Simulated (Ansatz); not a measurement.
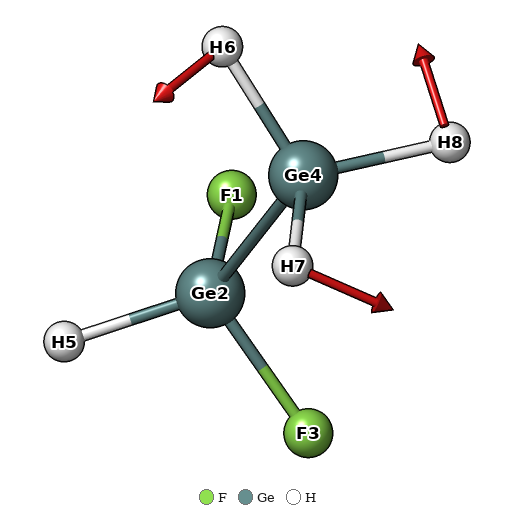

The arrows show one normal mode. Harmonic vibrations computed with RKS PBE0-D4/def2-TZVP (Ansatz 0.2.0) at a stationary point of the same level.

Question: What kind of motion is it?

Answer: A torsion or out-of-plane motion in which bond lengths and bond angles hardly change.

Question: At what wavenumber does it lie?

Answer: 64 cm⁻¹; it is mode 1 of 18 counted from the lowest.
